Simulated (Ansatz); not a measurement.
# Geometry relaxation, with input and output: C$_{2}$H$_{7}$ClOSi (part 3 of 3)

The same run, continued: C$_{2}$H$_{7}$ClOSi; RKS PBE-D4/6-31G* (Ansatz 0.2.0). It belongs to a series of runs on one base structure; here: end point B relaxed.

Geometry of the input (Å):
```
Si -0.3182  0.4704  -0.2641
Cl 1.4333  -1.7257  -2.2323
O  -0.5359  0.9740  -1.7230
H  0.7043  -0.6941  -2.6162
C  1.0841  1.0848  0.8271
C  -1.4526  -0.7570  0.5911
H  2.0473  0.7905  0.3731
H  1.0680  2.1867  0.8757
H  1.0334  0.6728  1.8485
H  -0.8673  -1.5017  1.1589
H  -2.0872  -1.2731  -0.1452
H  -2.1090  -0.2275  1.3064
```

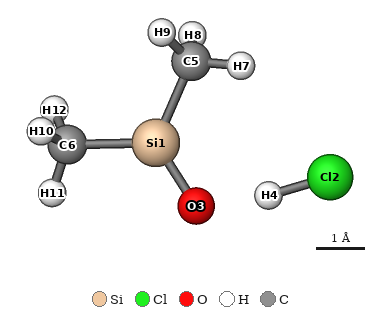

Figure 1. The geometry at step 29 of the log (ball-and-stick view, seen at a tilt; atoms are numbered from 1 in the order of the input).

**Trajectory as extended XYZ, continued**
```
12
Properties=species:S:1:pos:R:3:forces:R:3 step=22 energy=-24621.30958
Si   -0.3160   -0.1455   -0.1943   -0.0424  -0.0139   0.0845
Cl    2.2342   -0.1369   -2.9001    0.2704   0.0400  -0.1169
O    -0.3408   -0.5833   -1.6956   -0.0976  -0.0423  -0.0122
H     0.9649   -0.3799   -2.4283   -0.0985   0.0063   0.0329
C     1.0937    0.8100    0.5784    0.0008   0.0028   0.0509
C    -1.7366   -0.5858    0.9382   -0.0110   0.0190   0.0557
H     2.0536    0.4724    0.1573    0.0252  -0.0324  -0.0610
H     0.9969    1.8800    0.3260   -0.0267   0.0452  -0.0325
H     1.1089    0.7186    1.6767   -0.0234  -0.0316   0.0017
H    -1.4004   -1.3368    1.6765   -0.0101   0.0077   0.0020
H    -2.5734   -1.0093    0.3619    0.0164   0.0147   0.0001
H    -2.0849    0.2966    1.5035   -0.0031  -0.0155  -0.0051
12
Properties=species:S:1:pos:R:3:forces:R:3 step=23 energy=-24621.31898
Si   -0.3281   -0.1637   -0.1900    0.0401   0.0124   0.0149
Cl    2.2881   -0.1196   -2.9119    0.0159   0.0046  -0.0049
O    -0.3213   -0.6153   -1.6888   -0.0704  -0.0275   0.0206
H     1.0226   -0.3742   -2.4296    0.0130   0.0036  -0.0075
C     1.0870    0.7998    0.5645   -0.0497  -0.0297  -0.0527
C    -1.7534   -0.5716    0.9566    0.0187  -0.0189  -0.0542
H     2.0301    0.5202    0.0668   -0.0003  -0.0063  -0.0064
H     0.9313    1.8779    0.3816   -0.0054   0.0247   0.0217
H     1.1578    0.6361    1.6503    0.0290   0.0116   0.0649
H    -1.4246   -1.3152    1.7049    0.0020  -0.0025   0.0028
H    -2.5947   -0.9951    0.3873   -0.0002   0.0024   0.0018
H    -2.0946    0.3207    1.5083    0.0072   0.0255  -0.0009
12
Properties=species:S:1:pos:R:3:forces:R:3 step=24 energy=-24621.30500 accepted=F
Si   -0.3073   -0.2084   -0.1765   -0.0052   0.0744  -0.0551
Cl    2.2861   -0.0884   -2.9631   -0.1046  -0.0089   0.0611
O    -0.2825   -0.7052   -1.6619   -0.0071   0.0041   0.0569
H     1.0474   -0.3944   -2.4356    0.0797  -0.0129  -0.0389
C     1.0872    0.7919    0.5693    0.2582   0.2763   0.2324
C    -1.7634   -0.5524    0.9534    0.0225   0.0319   0.0985
H     2.0280    0.6081   -0.0051   -0.3837   0.0810   0.2791
H     0.8438    1.8860    0.4782    0.1327  -0.5571   0.0907
H     1.2266    0.5511    1.6567   -0.0205   0.1700  -0.5851
H    -1.4714   -1.2961    1.7212   -0.0374   0.0691  -0.0547
H    -2.6092   -0.9577    0.3777   -0.0010  -0.0021  -0.0020
H    -2.0849    0.3656    1.4858    0.0663  -0.1259  -0.0829
12
Properties=species:S:1:pos:R:3:forces:R:3 step=25 energy=-24621.32142
Si   -0.3233   -0.1753   -0.1867   -0.0182  -0.0225  -0.0449
Cl    2.2916   -0.1117   -2.9119    0.0376   0.0096  -0.0130
O    -0.3204   -0.6474   -1.6795    0.0031   0.0036   0.0236
H     1.0357   -0.3864   -2.4296   -0.0375  -0.0114   0.0071
C     1.0841    0.7971    0.5636    0.0450   0.0277   0.0108
C    -1.7551   -0.5640    0.9528   -0.0116  -0.0045   0.0154
H     2.0182    0.5620    0.0259   -0.0110   0.0110   0.0064
H     0.8949    1.8789    0.4358   -0.0077  -0.0099   0.0011
H     1.1998    0.5970    1.6417   -0.0004  -0.0120  -0.0035
H    -1.4375   -1.3033    1.7106   -0.0036   0.0068   0.0032
H    -2.5977   -0.9854    0.3841    0.0006   0.0037  -0.0053
H    -2.0900    0.3384    1.4933    0.0037  -0.0021  -0.0008
12
Properties=species:S:1:pos:R:3:forces:R:3 step=26 energy=-24621.32153
Si   -0.3151   -0.1944   -0.1824   -0.0356  -0.0205  -0.0823
Cl    2.2966   -0.1029   -2.9205    0.0306   0.0100  -0.0117
O    -0.3063   -0.6916   -1.6674    0.0368   0.0190   0.0378
H     1.0522   -0.4054   -2.4320   -0.0520  -0.0201   0.0183
C     1.0832    0.7939    0.5634    0.1662   0.1548   0.0168
C    -1.7597   -0.5518    0.9507   -0.0128  -0.0126   0.0316
H     2.0059    0.6319   -0.0295   -0.1568   0.0360   0.1174
H     0.8379    1.8776    0.5142    0.0415  -0.2044   0.0176
H     1.2551    0.5330    1.6257   -0.0160   0.0279  -0.1399
H    -1.4601   -1.2844    1.7222   -0.0044   0.0076  -0.0018
H    -2.6036   -0.9688    0.3806    0.0027   0.0013  -0.0059
H    -2.0861    0.3630    1.4751   -0.0001   0.0010   0.0021
12
Properties=species:S:1:pos:R:3:forces:R:3 step=27 energy=-24621.32332
Si   -0.3166   -0.1873   -0.1854   -0.0002  -0.0230  -0.0265
Cl    2.2941   -0.1129   -2.9217    0.0269   0.0080  -0.0111
O    -0.3051   -0.6833   -1.6702    0.0084   0.0088   0.0178
H     1.0463   -0.4085   -2.4317   -0.0318  -0.0109   0.0128
C     1.0843    0.7968    0.5649    0.0561   0.0708  -0.0090
C    -1.7586   -0.5529    0.9499   -0.0081  -0.0010   0.0074
H     2.0062    0.6343   -0.0209   -0.0525   0.0040   0.0341
H     0.8432    1.8768    0.5151    0.0078  -0.0670   0.0153
H     1.2506    0.5355    1.6246   -0.0058   0.0024  -0.0392
H    -1.4548   -1.2854    1.7196    0.0007   0.0030  -0.0022
H    -2.6009   -0.9725    0.3792    0.0006   0.0016  -0.0011
H    -2.0886    0.3593    1.4765   -0.0022   0.0033   0.0018
12
Properties=species:S:1:pos:R:3:forces:R:3 step=28 energy=-24621.32440
Si   -0.3125   -0.1939   -0.1863    0.0017   0.0072   0.0042
Cl    2.2932   -0.1105   -2.9258    0.0087   0.0024  -0.0039
O    -0.2935   -0.7030   -1.6663   -0.0017  -0.0049   0.0041
H     1.0494   -0.4211   -2.4290   -0.0077  -0.0028   0.0034
C     1.0837    0.7983    0.5642    0.0018  -0.0048  -0.0048
C    -1.7598   -0.5461    0.9475    0.0016   0.0009  -0.0006
H     1.9959    0.6698   -0.0410   -0.0011   0.0022  -0.0006
H     0.8197    1.8715    0.5580   -0.0044   0.0027   0.0056
H     1.2737    0.5041    1.6103    0.0031  -0.0026  -0.0028
H    -1.4600   -1.2737    1.7234   -0.0016   0.0002  -0.0003
H    -2.6025   -0.9668    0.3785   -0.0009  -0.0011  -0.0025
H    -2.0873    0.3714    1.4666    0.0006   0.0006  -0.0017
12
Properties=species:S:1:pos:R:3:forces:R:3 step=29 energy=-24621.32289 accepted=F
Si   -0.3074   -0.2016   -0.1889    0.0429  -0.0567   0.0107
Cl    2.2907   -0.1012   -2.9369   -0.0330  -0.0083   0.0152
O    -0.2626   -0.7647   -1.6496   -0.0203   0.0288   0.0275
H     1.0618   -0.4536   -2.4203    0.0343   0.0057  -0.0127
C     1.0831    0.8001    0.5623    0.0446   0.1243   0.0885
C    -1.7655   -0.5270    0.9407   -0.0009   0.0309  -0.0034
H     1.9676    0.7669   -0.1035   -0.1359   0.0223   0.1220
H     0.7601    1.8589    0.6791    0.1042  -0.2306  -0.0147
H     1.3451    0.4136    1.5705   -0.0338   0.0950  -0.2116
H    -1.4744   -1.2382    1.7353    0.0026   0.0091  -0.0136
H    -2.6056   -0.9574    0.3751   -0.0013   0.0003  -0.0022
H    -2.0928    0.4042    1.4362   -0.0035  -0.0209  -0.0056
12
Properties=species:S:1:pos:R:3:forces:R:3 step=30 energy=-24621.32510
Si   -0.3056   -0.2054   -0.1832   -0.0149   0.0433  -0.0178
Cl    2.2915   -0.1076   -2.9289    0.0016  -0.0006  -0.0011
O    -0.2811   -0.7291   -1.6582    0.0021  -0.0140   0.0134
H     1.0544   -0.4367   -2.4241    0.0014   0.0013  -0.0009
C     1.0843    0.7993    0.5631    0.0205   0.0090   0.0169
C    -1.7629   -0.5377    0.9441    0.0110  -0.0106   0.0054
H     1.9823    0.7212   -0.0730   -0.0294   0.0032   0.0214
H     0.7884    1.8644    0.6159    0.0061  -0.0461   0.0010
H     1.3137    0.4634    1.5900    0.0029   0.0152  -0.0345
H    -1.4724   -1.2595    1.7289   -0.0081   0.0011   0.0023
H    -2.6042   -0.9592    0.3736    0.0031  -0.0006  -0.0026
H    -2.0883    0.3869    1.4519    0.0036  -0.0010  -0.0036
12
Properties=species:S:1:pos:R:3:forces:R:3 step=31 energy=-24621.32484 accepted=F
Si   -0.3065   -0.2016   -0.1855    0.0261  -0.0389  -0.0002
Cl    2.2917   -0.1081   -2.9336   -0.0256  -0.0057   0.0112
O    -0.2668   -0.7581   -1.6487   -0.0099   0.0206   0.0209
H     1.0605   -0.4529   -2.4190    0.0260   0.0033  -0.0095
C     1.0842    0.8012    0.5624    0.0353   0.0923   0.0413
C    -1.7664   -0.5283    0.9407    0.0009   0.0156  -0.0058
H     1.9653    0.7713   -0.1050   -0.0915   0.0081   0.0793
H     0.7631    1.8573    0.6799    0.0611  -0.1455  -0.0069
H     1.3528    0.4181    1.5667   -0.0210   0.0521  -0.1229
H    -1.4774   -1.2413    1.7342    0.0016   0.0052  -0.0068
H    -2.6039   -0.9582    0.3707    0.0003   0.0009   0.0004
H    -2.0966    0.4007    1.4373   -0.0033  -0.0080  -0.0011
12
Properties=species:S:1:pos:R:3:forces:R:3 step=32 energy=-24621.32561
Si   -0.3066   -0.2019   -0.1845    0.0080  -0.0035   0.0019
Cl    2.2918   -0.1088   -2.9313   -0.0119  -0.0031   0.0052
O    -0.2744   -0.7422   -1.6534   -0.0044   0.0027   0.0094
H     1.0574   -0.4446   -2.4214    0.0136   0.0025  -0.0056
C     1.0843    0.8005    0.5630   -0.0009   0.0147   0.0065
C    -1.7646   -0.5332    0.9425    0.0037   0.0043  -0.0040
H     1.9726    0.7453   -0.0881   -0.0173   0.0036   0.0148
H     0.7776    1.8599    0.6477    0.0120  -0.0305   0.0026
H     1.3335    0.4419    1.5775   -0.0007   0.0102  -0.0282
H    -1.4743   -1.2501    1.7317   -0.0010   0.0014  -0.0009
H    -2.6033   -0.9600    0.3719    0.0002  -0.0001  -0.0007
H    -2.0939    0.3932    1.4444   -0.0011  -0.0022  -0.0009
12
Properties=species:S:1:pos:R:3:forces:R:3 step=33 energy=-24621.32582
Si   -0.3038   -0.2056   -0.1831    0.0036  -0.0011  -0.0037
Cl    2.2924   -0.1116   -2.9323   -0.0180  -0.0045   0.0080
O    -0.2670   -0.7568   -1.6480   -0.0034   0.0038   0.0149
H     1.0613   -0.4551   -2.4179    0.0197   0.0042  -0.0084
C     1.0844    0.8018    0.5627    0.0116   0.0336   0.0175
C    -1.7668   -0.5274    0.9402    0.0040   0.0022  -0.0035
H     1.9587    0.7831   -0.1107   -0.0369   0.0037   0.0388
H     0.7584    1.8521    0.6918    0.0274  -0.0657  -0.0025
H     1.3646    0.4133    1.5593   -0.0068   0.0253  -0.0584
H    -1.4810   -1.2386    1.7363   -0.0013   0.0021  -0.0013
H    -2.6028   -0.9581    0.3686    0.0002  -0.0003   0.0004
H    -2.0982    0.4029    1.4333    0.0000  -0.0033  -0.0018
12
Properties=species:S:1:pos:R:3:forces:R:3 step=34 energy=-24621.32600
Si   -0.3048   -0.2038   -0.1835    0.0101  -0.0148   0.0009
Cl    2.2928   -0.1129   -2.9306   -0.0095  -0.0024   0.0036
O    -0.2668   -0.7579   -1.6472   -0.0056   0.0060   0.0102
H     1.0621   -0.4567   -2.4170    0.0124   0.0027  -0.0053
C     1.0844    0.8019    0.5622    0.0055   0.0314   0.0078
C    -1.7675   -0.5267    0.9397    0.0005   0.0061  -0.0031
H     1.9557    0.7893   -0.1141   -0.0239  -0.0009   0.0235
H     0.7579    1.8501    0.6995    0.0172  -0.0409   0.0006
H     1.3706    0.4086    1.5544   -0.0060   0.0130  -0.0363
H    -1.4808   -1.2356    1.7374    0.0011   0.0021  -0.0018
H    -2.6022   -0.9602    0.3684    0.0001   0.0004   0.0001
H    -2.1011    0.4039    1.4307   -0.0019  -0.0026  -0.0003
12
Properties=species:S:1:pos:R:3:forces:R:3 step=35 energy=-24621.32620
Si   -0.3042   -0.2049   -0.1823    0.0005  -0.0026  -0.0066
Cl    2.2944   -0.1170   -2.9296   -0.0001  -0.0001  -0.0003
O    -0.2666   -0.7592   -1.6458   -0.0011  -0.0001   0.0071
H     1.0645   -0.4598   -2.4159    0.0021   0.0010  -0.0022
C     1.0842    0.8022    0.5619    0.0049   0.0155   0.0002
C    -1.7687   -0.5247    0.9388   -0.0010  -0.0001   0.0020
H     1.9478    0.8062   -0.1230   -0.0039  -0.0047   0.0027
H     0.7527    1.8447    0.7200   -0.0007  -0.0086   0.0023
H     1.3860    0.3967    1.5434   -0.0012  -0.0018  -0.0045
H    -1.4825   -1.2280    1.7416   -0.0004   0.0015   0.0000
H    -2.6006   -0.9639    0.3676    0.0009   0.0005   0.0001
H    -2.1068    0.4077    1.4234   -0.0002  -0.0007  -0.0009
12
Properties=species:S:1:pos:R:3:forces:R:3 step=36 energy=-24621.32632
Si   -0.3038   -0.2050   -0.1817   -0.0012  -0.0074  -0.0066
Cl    2.2957   -0.1198   -2.9310    0.0010   0.0011  -0.0005
O    -0.2633   -0.7659   -1.6426    0.0009   0.0012   0.0026
H     1.0678   -0.4648   -2.4151   -0.0013  -0.0007  -0.0005
C     1.0840    0.8028    0.5619    0.0123   0.0173   0.0064
C    -1.7705   -0.5209    0.9375   -0.0048  -0.0010   0.0043
H     1.9375    0.8289   -0.1353   -0.0076  -0.0014   0.0066
H     0.7442    1.8376    0.7501    0.0037  -0.0132  -0.0005
H     1.4059    0.3775    1.5290   -0.0046   0.0019  -0.0101
H    -1.4844   -1.2158    1.7478   -0.0001   0.0027  -0.0017
H    -2.5982   -0.9688    0.3670    0.0012   0.0012   0.0017
H    -2.1147    0.4142    1.4125    0.0004  -0.0015  -0.0018
```
